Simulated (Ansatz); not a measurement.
# H₂Si₂ (charge −1, doublet): what the fields show

Input file:

```
crystal:
  periodic: [false, false, false]
  atoms:
    - {symbol: Si, position_ang: [0.453950, -0.914808, -0.390288]}
    - {symbol: Si, position_ang: [-0.453892, 0.914406, 0.390065]}
    - {symbol: H, position_ang: [1.841340, -1.042011, 0.241789]}
    - {symbol: H, position_ang: [-1.841398, 1.042413, -0.241557]}
basis:
  gaussian: {orbitals: def2-TZVPD, initial_orbitals: start.molden}
total_charge: -1
magnetization: {spin_polarized: true, initial_magnetization: 1}
hamiltonian: {xc: pbe0, dispersion: d4}
output: {orbitals: {seedname: orbitals}}
```

Command:

```sh
ansatz run in.yaml --threads 4 --pin off --events-out ev --progress --plain --max-ram 3916MiB
```

Geometry: r2SCAN-D4/def2-TZVPD.

Computed with UKS PBE0-D4/def2-TZVPD in Ansatz.

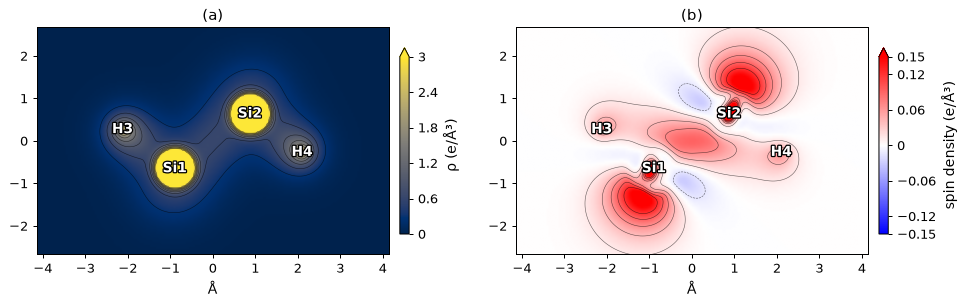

Figure 1. (a) total electron density; (b) spin density (α minus β) on the molecular plane.

What does the map show?

- The plane passes through Si and H nuclei.
- Si–Si (2.19 Å): ρ at the midpoint is about 0.63 e/Å³.
- Si–H (1.53 Å): ρ is about 0.71 e/Å³ halfway.
- The unpaired spin (1 electron) lies mostly on Si1 (about 0.5) and Si2 (about 0.5), in electrons by Hirshfeld's partition.

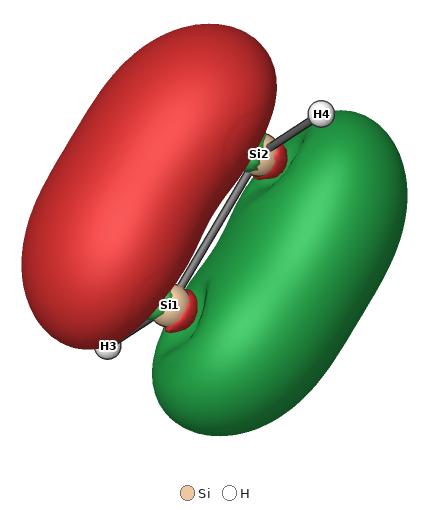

Figure 2. The HOMO (α) at ±0.1 Å⁻³ᐟ² (green and red are the two phases), seen at an oblique angle.

What is the character of this orbital?

By Hirshfeld shares it lies mainly on Si1 (about 50 %) and Si2 (about 50 %); it changes sign across the molecular plane (π type); it is ungerade (odd under inversion); π-bonding across Si1–Si2. Its energy is −0.42 eV.
